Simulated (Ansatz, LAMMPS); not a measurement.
# A frame of aqueous Zn2+ and Br-, 2.1 mol of salt per kg of water from 300 K (81 atoms): where an added charge goes, part 2 of 5

Does an extra electron or hole in a frame of aqueous Zn2+ and Br-, 2.1 mol of salt per kg of water from 300 K (81 atoms) stay spread out, or do the atoms trap it?

Ansatz 0.2.0; Kohn-Sham DFT, PBE+D4, PAW (set soft_2), plane waves.

The cell: 26 O, 52 H, 1 Zn and 2 Br. The network of contacts between molecules at the start is that of the classical potential that made the cell. Sampling is at Γ alone, for a cell whose shortest periodic width is 9 Å. The liquid is relaxed first.

So far. Step 2 (Single point at the start): The r.m.s. force at the start is 0.59 eV/Å. Step 3 (Relaxation): The relaxation converged after 23 steps, 5.43 eV below its start, with a largest force component of 0.040 eV/Å.

## (4) Single point at the relaxed geometry

One more single point at the end of the walk gives the fuller output and checks the residual forces.

input.yaml

```yaml
crystal:
  lattice:
    - [9.40369, 0.0, 0.0]
    - [0.0, 9.40369, 0.0]
    - [0.0, 0.0, 9.40369]
  atoms:
    - { symbol: O, position: [0.14416, 0.41742, 0.70003] }
    - { symbol: H, position: [0.20198, 0.50275, 0.67529] }
    - { symbol: H, position: [0.20611, 0.33443, 0.67812] }
    - { symbol: O, position: [0.75593, 0.04443, 0.65274] }
    - { symbol: H, position: [0.82711, 0.07205, 0.72782] }
    - { symbol: H, position: [0.81601, 0.99469, 0.58191] }
    [... 69 atom lines left out ...]
    - { symbol: O, position: [0.48545, 0.58066, 0.16297] }
    - { symbol: H, position: [0.41485, 0.65845, 0.16961] }
    - { symbol: H, position: [0.56717, 0.62434, 0.21323] }
    - { symbol: Zn, position: [0.704, 0.4744, 0.78666] }
    - { symbol: Br, position: [0.61715, 0.06551, 0.10166] }
    - { symbol: Br, position: [0.23601, 0.8974, 0.85298] }
kpoints:
  mp_grid: { grid: [1, 1, 1] }
hamiltonian:
  xc: pbe
  dispersion: d4
scf:
  occupations: { method: fixed }
output:
  forces: true
  stress: true
  populations: true
  dos:
    method: { smearing: { sigma: 0.08 } }
    de: 0.1
    projected: { site_lists: { Br: [Br], H: [H], O: [O], Zn: [Zn] } }
  eigenvalues: true
  write_density: true
  write_potential: true
  volumetric_format: npy
```

The run is started by

```console
ansatz run input.yaml --threads 4 --pin off --max-ram 8192MiB --backend cpu --events-out ev --progress --plain --runs-dir out
```

Numbers of over 12 decimals in the logs are rounded to 6 here.

The log of the run:

```text
[...]
Crystal: 81 atoms, lattice volume = 831.563 Å³
Basis set: ecut = 420 eV, 16279 PW (Γ), exchange–correlation on 128×128×128 points (8 copies of the dense FFT grid, shifted against one another)
Bands: 198, of which v1, the nominal top of the filled ones, is band 117 counted from 1 (116 counted from 0)
Symmetry: 1 space group operations
[...]
k-points: 1
[...]
SCF iter   1: F=—  HF=-24483.741826 eV  |F-HF|=—  |Δ(HF+E_count)|=         —  Δρ=2.75e-3  dr2=9.50e-2  ethr=1.77e-3  ⟨swp⟩=5.0  Hψ=722  notcnv=0  defer=76
[...]
SCF iter   9: F=-24483.667370 eV  HF=-24483.667370 eV  |F-HF|=6.42e-9  |Δ(HF+E_count)|=   8.44e-8  Δρ=1.16e-6  dr2=1.10e-8  ethr=4.27e-11  ⟨swp⟩=21.0  Hψ=1969  notcnv=0
SCF 1 converged in 9 iterations: F = -24483.667370 eV  dr2 = 1.10e-8
[...]
WARN: The input density's exchange-correlation potential varies sharply where the density is thin. Do not read a vacuum level from v_tot or v_xc, or from such a field of the output density. On a cell that repeats whose density bears no net charge and no dipole along the vacuum's axis use v_es (v_loc + v_h of the components); [...]
SCF converged after 9 iterations
Free energy (F): -24483.667370 eV
[...]
Internal energy: -24483.667370 eV  (E = F + TS)
E sigma→0 (E₀):  -24483.667370 eV
Fermi energy:    -1.334600 eV
[...]
--- Forces (eV/Å), atoms counted from 1 ---
  atom   1  O     -0.00821361    -0.00666935     0.00067146
  atom   2  H      0.00573403     0.00255687    -0.00085126
  atom   3  H     -0.00041241     0.00453376     0.00050993
  atom   4  O     -0.00844979     0.01671120    -0.00390360
  atom   5  H     -0.00574184     0.00261911    -0.00789274
  atom   6  H      0.01195870    -0.00418942     0.00201172
  atom   7  O     -0.00234164     0.01592183     0.00606771
  atom   8  H      0.00200370     0.00184050    -0.00195086
  atom   9  H      0.00227380    -0.01956864    -0.00701435
  atom  10  O      0.00529260    -0.01864852    -0.00423823
  atom  11  H     -0.00437538     0.00520284     0.00063046
  atom  12  H     -0.00229344     0.00663574    -0.00018723
  atom  13  O      0.00844667     0.02085020     0.00977572
  atom  14  H     -0.00174664    -0.00166442     0.00151256
[...]
atom  80  Br    -0.00199328     0.01354483     0.01128135
  atom  81  Br     0.00532023    -0.00441376     0.00098145
  max |Σ_I F_I| component: 2.03e-5 eV/Å
--- Stress (GPa, compression-positive) ---
       -0.092262      -0.130719      -0.092484
       -0.130719      -0.479859      -0.096641
       -0.092485      -0.096641      -0.032841
  P = ⅓ Tr σ = -0.2017 GPa (-2.017 kbar)
--- Band table (eV) ---
[...]
--- Löwdin populations: 81 sites ---
  site symbol       q [e]
     0      O      6.6787
     1      H      0.6130
     2      H      0.6094
[...]
80     Br      7.4833
  spilling = 0.010128 (of n_electrons = 234.000000)
```

Run time: 6.8 s. Hardware: 4 threads of Intel Xeon 6975P-C (Granite Rapids), shared host; peak memory 0.97 GiB.

The program notes that the exchange-correlation potential is rough where the density is thin.

Numbers from this run:

* free energy: -24483.6674 eV
* free energy per atom: -302.2675 eV/atom
* SCF cycles: 9
* pressure: -0.2017 GPa
* r.m.s. force component: 0.01006 eV/Å
* longest force: 0.05791 eV/Å
* Fermi energy: -1.335 eV
* gap (highest filled to lowest empty level): 4.054 eV
* spilling of the projection: 0.01013

Löwdin charges by element (they lack the spilled electrons, 0.029 e an atom on average):

| element | coordination | atoms | mean charge (e) | spread | least | most |
| --- | --- | --- | --- | --- | --- | --- |
| Br | all | 2 | -0.519 | 0.0356 | -0.554 | -0.483 |
| H | all | 52 | 0.385 | 0.0112 | 0.354 | 0.405 |
| O | all | 26 | -0.696 | 0.0317 | -0.771 | -0.661 |
| Zn | all | 1 | 1.49 | 0 | 1.49 | 1.49 |

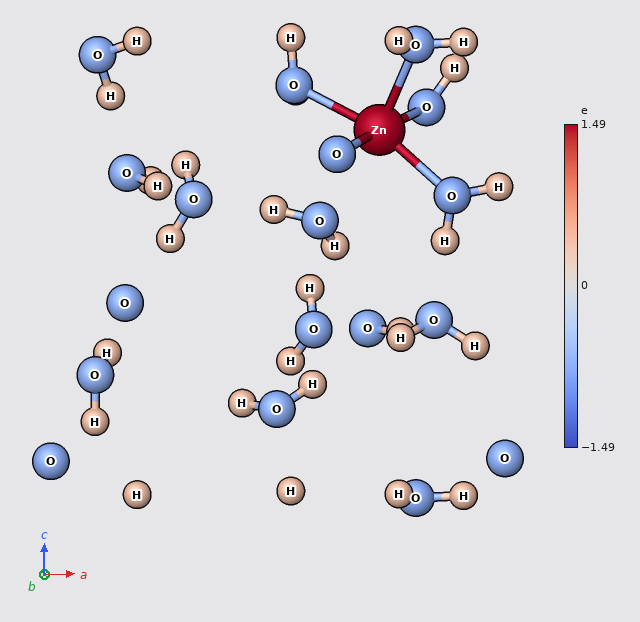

Atoms coloured by Löwdin charge. Drawn is a slice 4 Å thick, seen along the normal of the ac plane. Bonds to atoms that aren't drawn are left out.

Density of states as counts of states in windows of 1 eV (from the Fermi level), total and the larger projections:

| from (eV) | to (eV) | total | O p | H s | Br p | Zn d |
| --- | --- | --- | --- | --- | --- | --- |
| -10 | -9 | 0.0 | 0.0 | 0.0 | 0.0 | 0.0 |
| -9 | -8 | 1.5 | 1.0 | 0.4 | 0.0 | 0.0 |
| -8 | -7 | 29.2 | 20.2 | 8.3 | 0.1 | 0.1 |
| -7 | -6 | 21.4 | 14.9 | 6.0 | 0.1 | 0.0 |
| -6 | -5 | 6.0 | 3.4 | 0.4 | 0.0 | 1.7 |
| -5 | -4 | 24.7 | 16.3 | 2.0 | 0.1 | 3.8 |
| -4 | -3 | 23.2 | 17.1 | 1.2 | 0.2 | 2.5 |
| -3 | -2 | 12.5 | 10.3 | 0.3 | 0.1 | 1.0 |
| -2 | -1 | 45.1 | 43.3 | 0.2 | 0.5 | 0.5 |
| -1 | 0 | 13.2 | 3.4 | 0.2 | 9.1 | 0.4 |
| 0 | 1 | 1.2 | 0.1 | 0.0 | 1.1 | 0.0 |
| 1 | 3 | 0.0 | 0.0 | 0.0 | 0.0 | 0.0 |
| 3 | 4 | 0.2 | 0.0 | 0.1 | 0.0 | 0.0 |
| 4 | 5 | 1.8 | 0.0 | 1.1 | 0.0 | 0.0 |

The curve was stored every 0.10 eV, coarse against its broadening of 0.08 eV, so these counts are rough.

With fixed occupations the program's Fermi level is the highest filled level; weight inside the gap is the broadening of levels at its edges.

Between -20 and -10 eV lie 56 more states.

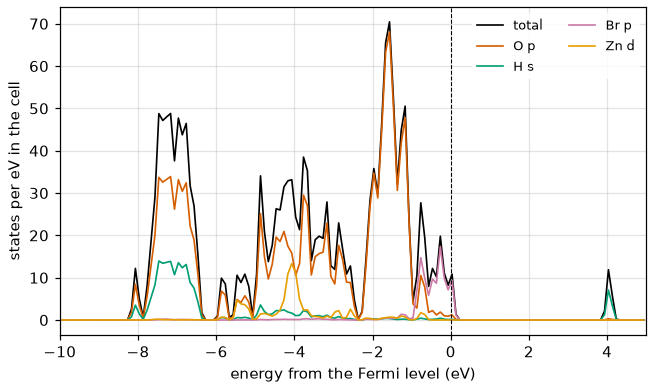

Total and projected density of states, with the broadening of the input.

The levels nearest the highest filled one (over half full), pooled over k-points and spins:

```
level less the highest filled one (eV)  occupation
                                -0.733           2
                                -0.696           2
                                -0.488           2
                                -0.301           2
                                -0.214           2
                                     0           2
                                  4.05           0
                                  5.99           0
                                  6.10           0
                                  6.28           0
                                  6.42           0
                                  6.47           0
```

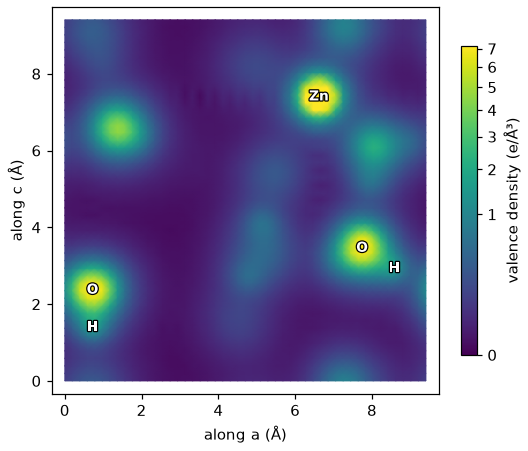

Valence density in the ac plane at fractional y = 0.457, with atoms of O and H and Zn within 0.2 Å of it. It is the smooth field of the valence electrons, not physical close to the nuclei. The colour scale is stretched toward low values.

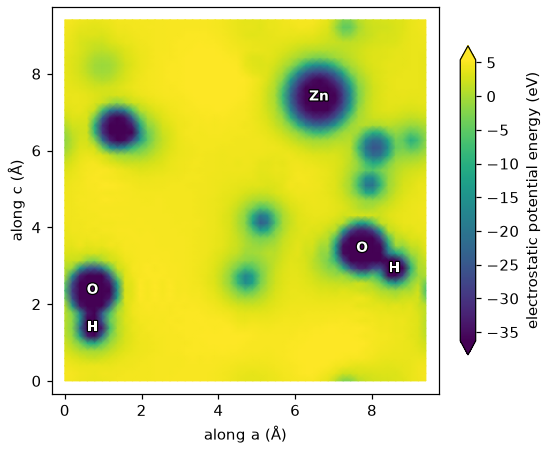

Electrostatic potential energy in the ac plane at fractional y = 0.457, with atoms of O and H and Zn within 0.2 Å of it. With pseudopotentials it is smooth inside the atoms' cores, unlike the true potential.

Filled and empty levels are parted by 4.05 eV (at Γ alone); a semilocal functional tends to put such gaps too low. In a disordered cell it changes from sample to sample and from frame to frame. Mean Löwdin charges: Br -0.52, H +0.38, O -0.70, Zn +1.49 e (they miss 1.0 % of the electrons, so they add up to more than the cell's charge). The largest share in the top eV of filled states is Br p (71 % of the projected weight), and in the lowest eV of empty states H s (65 % of the projected weight).

## (5) An extra electron, atoms held

The electron count changes by one with the atoms held: a vertical process, on a uniform background, with spin and a narrow Fermi–Dirac smearing. Its energy against the neutral cell hangs on the program's zero of potential.

input.yaml

```yaml
crystal:
  lattice:
    - [9.40369, 0.0, 0.0]
    - [0.0, 9.40369, 0.0]
    - [0.0, 0.0, 9.40369]
  atoms:
    [... the 81 atom lines of step 4 ...]
total_charge: -1
kpoints:
  mp_grid: { grid: [1, 1, 1] }
hamiltonian:
  xc: pbe
  dispersion: d4
scf:
  occupations: { method: fermi_dirac, width: 0.01 }
  lower_state_search: "off"
output:
  forces: true
  stress: true
  populations: true
  dos:
    method: { smearing: { sigma: 0.15 } }
    de: 0.1
    projected: { site_lists: { Br: [Br], H: [H], O: [O], Zn: [Zn] } }
  eigenvalues: true
  write_density: true
  write_potential: true
  volumetric_format: npy
magnetization:
  spin_polarized: true
  initial_magnetization: 1
```

The log of the run:

```text
[...]
Crystal: 81 atoms, lattice volume = 831.563 Å³
Basis set: ecut = 420 eV, 16279 PW (Γ), exchange–correlation on 128×128×128 points (8 copies of the dense FFT grid, shifted against one another)
Bands: 199, of which v1, the nominal top of the filled ones, is band 118 counted from 1 (117 counted from 0)
Symmetry: 1 space group operations
[...]
k-points: 1
[... 9 lines on functional and potentials left out ...]
Starting moments: Σ|m| = 1 μB on 81 of 81 sites
[...]
SCF iter   1: F=—  HF=-24502.977520 eV  |F-HF|=—  |Δ(HF+E_count)|=         —  Δρ=4.99e-2 (↑4.98e-2 ↓4.99e-2)  dr2=7.57e1  dr2_m=9.69e-2  M=1.000 μB ∫|m|=1.052 μB  β_m=1.00  ethr=3.10e-3  ⟨swp⟩=6.0  Hψ=1844  notcnv=0  defer=52
[...]
spin=Collinear: Resta preconditioning applied to the charge; magnetization (m = ρ↑ − ρ↓) channel mixes plain (no charge-response kernel on spin).
SCF iter   2: F=—  HF=-24485.500830 eV  |F-HF|=—  |Δ(HF+E_count)|=         —  Δρ=2.62e-2 (↑2.56e-2 ↓2.62e-2)  dr2=1.76e1  dr2_m=3.37e-2  M=0.996 μB ∫|m|=1.057 μB  β_m=0.30  ethr=3.10e-3  ⟨swp⟩=3.0  Hψ=712  notcnv=0  defer=146
[...]
SCF iter   7: F=—  HF=-24481.043487 eV  |F-HF|=—  |Δ(HF+E_count)|=   1.80e-2  Δρ=9.41e-4 (↑8.12e-4 ↓9.41e-4)  dr2=2.99e-3  dr2_m=4.98e-3  M=0.295 μB ∫|m|=0.328 μB  β_m=0.30  ethr=8.96e-6  ⟨swp⟩=3.0  Hψ=454  notcnv=0  defer=150
[...]
spin-set hold released at iteration 7 (site moments contracting): the magnetisation degrees of freedom join the quasi-Newton model from the next iteration; the mixer history was flushed
SCF iter   8: F=—  HF=-24481.047272 eV  |F-HF|=—  |Δ(HF+E_count)|=   3.78e-3  Δρ=6.98e-4 (↑6.33e-4 ↓6.98e-4)  dr2=1.35e-3  dr2_m=3.00e-3  M=0.219 μB ∫|m|=0.247 μB  β_m=0.65  ethr=1.27e-6  ⟨swp⟩=2.0  Hψ=388  notcnv=0  defer=150
SCF iter   9: F=—  HF=-24481.053385 eV  |F-HF|=—  |Δ(HF+E_count)|=   6.11e-3  Δρ=1.47e-4 (↑1.26e-4 ↓1.47e-4)  dr2=1.76e-4  dr2_m=9.42e-5  M=0.049 μB ∫|m|=0.058 μB  β_m=0.68  ethr=5.73e-7  ⟨swp⟩=3.0  Hψ=565  notcnv=0  defer=150
[...]
SCF iter  15: F=-24481.054844 eV  HF=-24481.054844 eV  |F-HF|=1.43e-9  |Δ(HF+E_count)|=   1.63e-8  Δρ=4.50e-7 (↑4.46e-7 ↓4.50e-7)  dr2=2.63e-9  dr2_m=6.52e-10  M=0.000 μB ∫|m|=0.000 μB  β_m=0.67  ethr=1.35e-11  ⟨swp⟩=6.5  Hψ=2096  notcnv=0
SCF iter  16: F=-24481.054844 eV  HF=-24481.054844 eV  |F-HF|=1.02e-10  |Δ(HF+E_count)|=   1.65e-9  Δρ=1.38e-7 (↑1.28e-7 ↓1.38e-7)  dr2=1.72e-10  dr2_m=7.85e-11  M=0.000 μB ∫|m|=0.000 μB  ethr=1.12e-12  ⟨swp⟩=6.0  Hψ=1948  notcnv=0
WARN: the starting moments were not kept: the SCF closed with an absolute magnetisation of 2.4e-5 μB, where they sum to 1 μB in size (81 sites). That is at most 0.1 of that sum. Measured as dr2_m measures the in/out step, that magnetisation stands 5.0e-12 eV from none, [...]
SCF 1 converged in 16 iterations: F = -24481.054844 eV  dr2 = 1.72e-10
[...]
SCF converged after 16 iterations
Magnetization: 0.0000 μB (117.5000 up, 117.5000 down)
Absolute magnetization: 0.0000 μB (∫|ρ↑−ρ↓|, with the PAW one-centre terms)
[...]
Per-site moments (μB) at R_I (Å): [(-6.5213645125676045e-9, 0.410612), (2.4536486372451248e-8, 0.411184), (2.7726772031726467e-8, 0.410612), (-2.6983606007756534e-8, 0.408691), (3.198347575533363e-8, [...]
Free energy (F): -24481.054844 eV
[...]
Internal energy: -24481.040981 eV  (E = F + TS)
E sigma→0 (E₀):  -24481.047913 eV
Entropy (-TS):   -0.013863 eV (-0.171 meV/atom)
Fermi energy:    2.645833 eV
[...]
Σ components = -24481.054844   (vs F -24481.054844, Δ=0.00e0)
--- Forces (eV/Å), atoms counted from 1 ---
  atom   1  O     -0.03740742    -0.01493937     0.00901452
  atom   2  H      0.03259463     0.04779538    -0.01291094
  atom   3  H      0.02091959    -0.02325580    -0.01482846
  atom   4  O     -0.03150938     0.06009999     0.03907339
[...]
atom  81  Br     0.01003403    -0.01137160    -0.05236957
  max |Σ_I F_I| component: 5.57e-6 eV/Å
--- Stress (GPa, compression-positive) ---
        0.346349      -0.091130      -0.097602
       -0.091130      -0.009764      -0.089569
       -0.097602      -0.089569       0.335732
  P = ⅓ Tr σ = 0.2241 GPa (2.241 kbar)
--- Band table (eV) ---
[...]
--- Löwdin populations: 81 sites ---
  site symbol       q [e]    m [muB]
     0      O      6.6858     0.0000
     1      H      0.6231     0.0000
     2      H      0.6198     0.0000
[...]
80     Br      7.4898     0.0000
  spilling = 0.010451 (of n_electrons = 235.000000)
```

Elapsed: 16 s, on 4 threads; peak memory 1.4 GiB.

The program notes that starting moments were not kept.

An extra electron, atoms held: the energy stands 2.61 eV above that of the reference. An odd electron should give 1 μB; this run ended with the carrier shared between both spins.

The levels nearest the highest filled one (over half full), pooled over k-points and spins:

```
level less the highest filled one (eV)  occupation
                                 -4.03           1
                                 -4.03           1
                                     0         0.5
                                     0         0.5
                                  1.95           0
                                  1.95           0
                                  2.09           0
                                  2.09           0
```

(Continued in part 3 of 5.)

[Logs are printed without paths, hosts, clocks, repeated set-up lines and the standing remarks that a program may print on its own settings, such as how far it seeks lower states.]

[Hosts, paths, dates, database ids (printed as entryN), source tags and the programs' standing remarks are cut or masked in the printed files.]
